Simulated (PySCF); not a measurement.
# One shape, several levels: ZrO (SMILES [O][Zr])

We compute a comparison of 6 runs (HF/3-21G, HF/def2-SVP, BLYP/def2-SVP, PBE0/def2-SVP, wB97X/3-21G, PBE/def2-TZVP) of ZrO. 

The results are computed with PySCF 2.14.0.

2 further runs of the same task are left out: 2 set aside as unsound or not needed.

### Step 1. The molecule

ZrO has 2 atoms, charge 0, and is taken as a singlet. As SMILES, `[O][Zr]`. The bond length is the measured one.

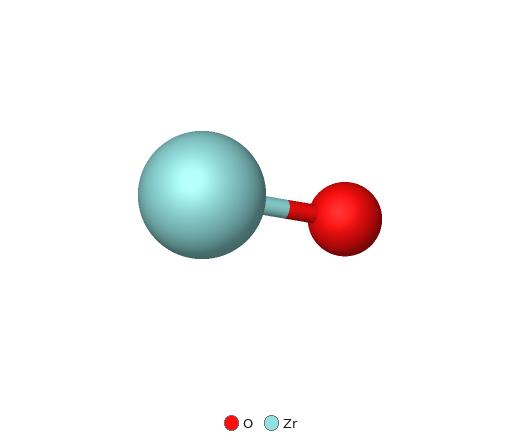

Viewed from a chosen angle; oxygen red, zirconium light teal.

### Step 2. Energy and gradient at HF/3-21G (run 1)

The input, run.py:

```python
# ZrO
from pyscf import gto

molecule = gto.M(
    atom='''
O        0.000000       0.000000       0.000000
Zr       0.000000       0.000000       1.711600
''',
    charge=0,
    basis='3-21g',
    verbose=4,
    max_memory=1860,
)

mf = molecule.RHF()
mf.conv_tol = 1e-10
mf.kernel()
if not mf.converged:
    mf = mf.newton().run(mf.mo_coeff, mf.mo_occ)

etot = mf.e_tot
print(f'total energy: {etot:.8f} hartree')
grad = mf.nuc_grad_method().kernel()
dip = mf.dip_moment()
pop, q = mf.mulliken_pop()
```

Command:

```console
OMP_NUM_THREADS=1 python run.py
```

Output:

```text
PySCF version 2.14.0

[INPUT] num. atoms = 2
[INPUT] num. electrons = 48
[INPUT] charge = 0
[INPUT] spin (= nelec alpha-beta = 2S) = 0
[INPUT] symmetry False subgroup None
[INPUT] Mole.unit = angstrom
[INPUT] Symbol           X                Y                Z      unit          X                Y                Z       unit  Magmom
[INPUT]  1 O      0.000000000000   0.000000000000   0.000000000000 AA    0.000000000000   0.000000000000   0.000000000000 Bohr   0.0
[INPUT]  2 Zr     0.000000000000   0.000000000000   1.711600000000 AA    0.000000000000   0.000000000000   3.234455234806 Bohr   0.0

nuclear repulsion = 98.9347438036924
number of shells = 19
number of NR pGTOs = 96
number of NR cGTOs = 45
basis = 3-21g
ecp = {}

[... 45 lines left out ...]
converged SCF energy = -3596.46051615704
total energy: -3596.46051616 hartree
[... 8 lines left out ...]
Dipole moment(X, Y, Z, Debye): -0.00000, -0.00000,  1.99344
[... 9 lines left out ...]
pop of  0 O 3pz           0.82428
pop of  1 Zr 1s           1.99997
pop of  1 Zr 2s           1.99993
pop of  1 Zr 3s           1.99873
pop of  1 Zr 4s           2.00257
pop of  1 Zr 5s           1.42978
pop of  1 Zr 6s           0.24534
pop of  1 Zr 2px          1.99975
pop of  1 Zr 2py          1.99975
pop of  1 Zr 2pz          1.99942
pop of  1 Zr 3px          2.00052
pop of  1 Zr 3py          2.00052
pop of  1 Zr 3pz          2.00157
pop of  1 Zr 4px          1.97998
pop of  1 Zr 4py          1.97998
pop of  1 Zr 4pz          1.96514
pop of  1 Zr 5px          0.07849
pop of  1 Zr 5py          0.07849
pop of  1 Zr 5pz          0.14515
pop of  1 Zr 6px         -0.01122
pop of  1 Zr 6py         -0.01122
pop of  1 Zr 6pz          0.02860
pop of  1 Zr 3dxy         1.95391
pop of  1 Zr 3dyz         1.95734
pop of  1 Zr 3dz^2        1.96305
pop of  1 Zr 3dxz         1.95734
pop of  1 Zr 3dx2-y2      1.95391
pop of  1 Zr 4dxy         0.04764
pop of  1 Zr 4dyz         0.20458
pop of  1 Zr 4dz^2        0.49641
pop of  1 Zr 4dxz         0.20458
pop of  1 Zr 4dx2-y2      0.04764
pop of  1 Zr 5dxy        -0.00155
pop of  1 Zr 5dyz         0.25067
pop of  1 Zr 5dz^2        0.23805
pop of  1 Zr 5dxz         0.25067
pop of  1 Zr 5dx2-y2     -0.00155
 ** Mulliken atomic charges  **
charge of    0O =     -0.56610
charge of    1Zr =      0.56610
```

Run time: 3.3 s. Hardware: 1 thread of Intel Xeon at 2.50GHz (Skylake/Cascade Lake), shared host; peak memory 0.12 GiB.

### Step 3. Energy and forces at HF/def2-SVP (core potential) (run 2)

The input, mol.xyz:

```xyz
2

O      0.000000     0.000000     0.000000
Zr     0.000000     0.000000     1.711600
```

The input, calc.py:

```python
from pyscf import gto

mol = gto.M(
    atom='mol.xyz',
    verbose=3,
    ecp={'Zr': 'def2-svp'},
    charge=0,
    max_memory=1860,
    basis='def2-svp',
)

myscf = mol.RHF()
myscf.conv_tol = 1e-10
myscf.kernel()
if not myscf.converged:
    myscf = myscf.newton().run(myscf.mo_coeff, myscf.mo_occ)

e_tot = myscf.e_tot
print(f'total energy: {e_tot:.8f} hartree')
grad = myscf.nuc_grad_method().kernel()
myscf.analyze()
```

Command:

```console
OMP_NUM_THREADS=1 python calc.py
```

Output:

```text
converged SCF energy = -121.279649413785
total energy: -121.27964941 hartree
--------------- RHF gradients ---------------
         x                y                z
0 O     0.0000000000     0.0000000000    -0.0230593931
1 Zr    -0.0000000000    -0.0000000000     0.0230593931
----------------------------------------------
**** MO energy ****
MO #1   energy= -20.5480213806425  occ= 2
MO #2   energy= -2.63040834700595  occ= 2
MO #3   energy= -1.65772147485392  occ= 2
MO #4   energy= -1.59222363159249  occ= 2
MO #5   energy= -1.59222363159241  occ= 2
MO #6   energy= -1.14473512716457  occ= 2
MO #7   energy= -0.505042189232299 occ= 2
MO #8   energy= -0.495241140072546 occ= 2
MO #9   energy= -0.495241140072541 occ= 2
MO #10  energy= -0.24674438841425  occ= 2
MO #11  energy= 0.01163754292052   occ= 0
MO #12  energy= 0.0116375429205288 occ= 0
MO #13  energy= 0.0307329676363611 occ= 0
MO #14  energy= 0.0307329676363689 occ= 0
MO #15  energy= 0.0388106040666539 occ= 0
MO #16  energy= 0.114719983388089  occ= 0
MO #17  energy= 0.128294821850697  occ= 0
MO #18  energy= 0.128294821850704  occ= 0
MO #19  energy= 0.185509928601647  occ= 0
MO #20  energy= 0.30586618459176   occ= 0
MO #21  energy= 0.305866184591775  occ= 0
MO #22  energy= 0.311113815049282  occ= 0
MO #23  energy= 0.311113815049311  occ= 0
MO #24  energy= 0.356744336303749  occ= 0
MO #25  energy= 0.356744336303765  occ= 0
MO #26  energy= 0.360169077703943  occ= 0
MO #27  energy= 0.544505446192282  occ= 0
MO #28  energy= 1.03824761157774   occ= 0
MO #29  energy= 1.03824761157775   occ= 0
MO #30  energy= 1.0428492954827    occ= 0
MO #31  energy= 1.04284929548273   occ= 0
MO #32  energy= 1.07013723019256   occ= 0
MO #33  energy= 1.13438458481822   occ= 0
MO #34  energy= 1.13438458481829   occ= 0
MO #35  energy= 1.39226772637381   occ= 0
MO #36  energy= 1.39226772637383   occ= 0
MO #37  energy= 1.39297038935444   occ= 0
MO #38  energy= 1.5537675989544    occ= 0
MO #39  energy= 1.74604593475075   occ= 0
MO #40  energy= 3.02613905953341   occ= 0
MO #41  energy= 3.02613905953344   occ= 0
MO #42  energy= 3.23334968273409   occ= 0
MO #43  energy= 3.23334968273411   occ= 0
MO #44  energy= 3.40742252221299   occ= 0
MO #45  energy= 33.4653002431289   occ= 0
 ** Mulliken atomic charges  **
charge of    0O =     -0.91695
charge of    1Zr =      0.91695
Dipole moment(X, Y, Z, Debye): -0.00000,  0.00000,  3.10953
```

Wall time 3.9 s (1 thread of Intel Xeon at 2.50GHz (Skylake/Cascade Lake), shared host); peak memory 0.12 GiB.

### Step 4. Energy and forces at BLYP/def2-SVP (core potential) (run 3)

The input, input.py:

```python
from pyscf import gto, dft

system = gto.Mole()
system.atom = '''
O      0.000000     0.000000     0.000000
Zr     0.000000     0.000000     3.234455
'''
system.verbose = 4
system.basis = 'def2-svp'
system.charge = 0
system.ecp = {'Zr': 'def2-svp'}
system.max_memory = 1860
system.unit = 'bohr'
system.build()

myscf = dft.RKS(system)
myscf.xc = 'blyp'
myscf.conv_tol = 1e-10
myscf.grids.level = 5
myscf.kernel()
if not myscf.converged:
    myscf = myscf.newton().run(myscf.mo_coeff, myscf.mo_occ)

e_tot = myscf.e_tot
print('E(%s) = %.9f' % ('BLYP', e_tot))
grad = myscf.nuc_grad_method().kernel()
dip = myscf.dip_moment()
pop, q = myscf.mulliken_pop()
```

Command:

```console
OMP_NUM_THREADS=1 python input.py
```

Output:

```text
PySCF version 2.14.0

[INPUT] num. atoms = 2
[INPUT] num. electrons = 20
[INPUT] charge = 0
[INPUT] spin (= nelec alpha-beta = 2S) = 0
[INPUT] symmetry False subgroup None
[INPUT] Mole.unit = bohr
[INPUT] Symbol           X                Y                Z      unit          X                Y                Z       unit  Magmom
[INPUT]  1 O      0.000000000000   0.000000000000   0.000000000000 AA    0.000000000000   0.000000000000   0.000000000000 Bohr   0.0
[INPUT]  2 Zr     0.000000000000   0.000000000000   1.711599875746 AA    0.000000000000   0.000000000000   3.234455000000 Bohr   0.0

nuclear repulsion = 29.6804252957608
number of shells = 17
number of NR pGTOs = 81
number of NR cGTOs = 45
basis = def2-svp
ecp = {'Zr': 'def2-svp'}

[... 34 lines left out ...]
WARN: HOMO -0.473712925379027 == LUMO -0.473712922423463
[... 24 lines left out ...]
converged SCF energy = -122.151050344955
[... 10 lines left out ...]
Dipole moment(X, Y, Z, Debye): -0.00000, -0.00000,  2.27806
[... 9 lines left out ...]
pop of  0 O 3pz           0.42162
pop of  0 O 3dxy          0.00000
pop of  0 O 3dyz          0.00281
pop of  0 O 3dz^2         0.00427
pop of  0 O 3dxz          0.00281
pop of  0 O 3dx2-y2       0.00000
pop of  1 Zr 4s          -0.51578
pop of  1 Zr 5s           1.74136
pop of  1 Zr 6s           0.78771
pop of  1 Zr 7s           1.23210
pop of  1 Zr 8s           0.48416
pop of  1 Zr 4px          1.94890
pop of  1 Zr 4py          1.94890
pop of  1 Zr 4pz          1.94399
pop of  1 Zr 5px          0.06906
pop of  1 Zr 5py          0.06906
pop of  1 Zr 5pz          0.11771
pop of  1 Zr 6px          0.01009
pop of  1 Zr 6py          0.01009
pop of  1 Zr 6pz          0.08248
pop of  1 Zr 4dxy         0.00000
pop of  1 Zr 4dyz         0.41436
pop of  1 Zr 4dz^2        0.78779
pop of  1 Zr 4dxz         0.41436
pop of  1 Zr 4dx2-y2      0.00000
pop of  1 Zr 5dxy         0.00000
pop of  1 Zr 5dyz         0.07674
pop of  1 Zr 5dz^2        0.06289
pop of  1 Zr 5dxz         0.07674
pop of  1 Zr 5dx2-y2      0.00000
pop of  1 Zr 4f-3         0.00000
pop of  1 Zr 4f-2         0.00000
pop of  1 Zr 4f-1         0.01958
pop of  1 Zr 4f+0         0.02686
pop of  1 Zr 4f+1         0.01958
pop of  1 Zr 4f+2         0.00000
pop of  1 Zr 4f+3         0.00000
 ** Mulliken atomic charges  **
charge of    0O =     -0.17127
charge of    1Zr =      0.17127
```

Wall time 9.3 s (1 thread of Intel Xeon at 2.50GHz (Skylake/Cascade Lake), shared host); peak memory 0.47 GiB.

Runs 4 to 5 aren't shown in full; the table further down has their settings and results.

### Step 5. Energy and forces at PBE/def2-TZVP (core potential) (run 6)

The input, input.py:

```python
from pyscf import gto, dft

mol = gto.M(
    atom='''
O        0.000000       0.000000       0.000000
Zr       0.000000       0.000000       1.711600
''',
    spin=0,
    charge=0,
    max_memory=1860,
    verbose=3,
    basis='def2-tzvp',
    ecp={'Zr': 'def2-svp'},
)

myscf = dft.RKS(mol, xc='pbe')
myscf.conv_tol = 1e-10
myscf.grids.level = 5
myscf.kernel()
if not myscf.converged:
    myscf = myscf.newton().run(myscf.mo_coeff, myscf.mo_occ)

e_tot = myscf.e_tot
print('E = %.10f Eh' % e_tot)
grad = myscf.nuc_grad_method().kernel()
dip = myscf.dip_moment()
pop, q = myscf.mulliken_pop()
```

Command:

```console
OMP_NUM_THREADS=1 python input.py
```

Output:

```text
converged SCF energy = -122.218925169152
E = -122.2189251692 Eh
--------------- RKS gradients ---------------
         x                y                z
0 O    -0.0000000000    -0.0000000000     0.0116891950
1 Zr     0.0000000000     0.0000000000    -0.0116887734
----------------------------------------------
Dipole moment(X, Y, Z, Debye):  0.00000,  0.00000,  2.27481
 ** Mulliken pop  **
pop of  0 O 1s            0.79430
pop of  0 O 2s            1.17490
pop of  0 O 3s            0.62259
pop of  0 O 4s            0.95834
pop of  0 O 5s            0.39963
pop of  0 O 2px           0.58781
pop of  0 O 2py           0.58781
pop of  0 O 2pz           0.64784
pop of  0 O 3px           0.60012
pop of  0 O 3py           0.60012
pop of  0 O 3pz           0.59997
pop of  0 O 4px           0.30996
pop of  0 O 4py           0.30996
pop of  0 O 4pz           0.21544
pop of  0 O 3dxy          0.00000
pop of  0 O 3dyz          0.00029
pop of  0 O 3dz^2         0.00066
pop of  0 O 3dxz          0.00029
pop of  0 O 3dx2-y2       0.00000
pop of  0 O 4dxy          0.00000
pop of  0 O 4dyz          0.00762
pop of  0 O 4dz^2         0.00892
pop of  0 O 4dxz          0.00762
pop of  0 O 4dx2-y2       0.00000
pop of  0 O 4f-3          0.00000
pop of  0 O 4f-2          0.00000
pop of  0 O 4f-1          0.00032
pop of  0 O 4f+0          0.00060
pop of  0 O 4f+1          0.00032
pop of  0 O 4f+2          0.00000
pop of  0 O 4f+3          0.00000
pop of  1 Zr 4s           0.03055
pop of  1 Zr 5s          -0.38900
pop of  1 Zr 6s           1.73451
pop of  1 Zr 7s           0.63587
pop of  1 Zr 8s           1.20546
pop of  1 Zr 9s           0.45000
pop of  1 Zr 4px          1.71488
pop of  1 Zr 4py          1.71488
pop of  1 Zr 4pz          1.71511
pop of  1 Zr 5px          0.27908
pop of  1 Zr 5py          0.27908
pop of  1 Zr 5pz          0.25996
pop of  1 Zr 6px          0.02247
pop of  1 Zr 6py          0.02247
pop of  1 Zr 6pz          0.09529
pop of  1 Zr 7px          0.00205
pop of  1 Zr 7py          0.00205
pop of  1 Zr 7pz          0.03025
pop of  1 Zr 4dxy         0.00000
pop of  1 Zr 4dyz         0.23497
pop of  1 Zr 4dz^2        0.50495
pop of  1 Zr 4dxz         0.23497
pop of  1 Zr 4dx2-y2      0.00000
pop of  1 Zr 5dxy         0.00000
pop of  1 Zr 5dyz         0.19070
pop of  1 Zr 5dz^2        0.24580
pop of  1 Zr 5dxz         0.19070
pop of  1 Zr 5dx2-y2      0.00000
pop of  1 Zr 6dxy         0.00000
pop of  1 Zr 6dyz         0.03234
pop of  1 Zr 6dz^2        0.04095
pop of  1 Zr 6dxz         0.03234
pop of  1 Zr 6dx2-y2      0.00000
pop of  1 Zr 4f-3         0.00000
pop of  1 Zr 4f-2         0.00000
pop of  1 Zr 4f-1         0.01737
pop of  1 Zr 4f+0         0.01711
pop of  1 Zr 4f+1         0.01737
pop of  1 Zr 4f+2         0.00000
pop of  1 Zr 4f+3         0.00000
 ** Mulliken atomic charges  **
charge of    0O =     -0.43545
charge of    1Zr =      0.43545
```

Wall time 17 s (1 thread of Intel Xeon at 2.50GHz (Skylake/Cascade Lake), shared host); peak memory 0.69 GiB.

### Step 6. All runs side by side

| run | level | core potential | integration grid | energy (Eh) | dipole moment (D) | HOMO energy (eV) | LUMO energy (eV) | wall time |
| --- | --- | --- | --- | --- | --- | --- | --- | --- |
| 1 | HF/3-21G | – | – | -3596.460516 | 1.99 | -6.42 | 0.47 | 3.3 s |
| 2 | HF/def2-SVP (core potential) | def2-svp | – | -121.279649 | 3.11 | -6.71 | 0.32 | 3.9 s |
| 3 | BLYP/def2-SVP (core potential) | def2-svp | 5 | -122.151050 | 2.28 | -4.43 | -4.15 | 9.3 s |
| 4 | PBE0/def2-SVP (core potential) | def2-svp | 5 | -122.074037 | 2.61 | -5.28 | -3.15 | 10 s |
| 5 | wB97X/3-21G | – | 5 | -3598.912873 | 1.45 | -6.74 | -1.04 | 15 s |
| 6 | PBE/def2-TZVP (core potential) | def2-svp | 5 | -122.218925 | 2.27 | -4.59 | -4.29 | 17 s |

### Step 7. Summary of results

```
                       quantity          value
            run 6: total energy  -122.21893 Eh
           run 6: dipole moment         2.27 D
             run 6: HOMO energy       -4.59 eV
             run 6: LUMO energy       -4.29 eV
           run 6: HOMO–LUMO gap        0.30 eV
run 6: largest force on an atom     0.601 eV/Å
```

In words: The dipole moment (its size) runs from 1.45 D (wB97X/3-21G) to 3.11 D (HF/def2-SVP). The two ends differ in method and basis and core potential. The HOMO–LUMO gap runs from 0.28 eV (BLYP/def2-SVP) to 7.03 eV (HF/def2-SVP). Exact exchange widens orbital gaps. Totals of different functionals can't be ranked against each other. Some runs of one species differ in core potentials or relativity; totals across that change don't compare. In runs 1, 5 relativity is left out where basis or elements ask for it. All runs together took 59 s, the longest 17 s.
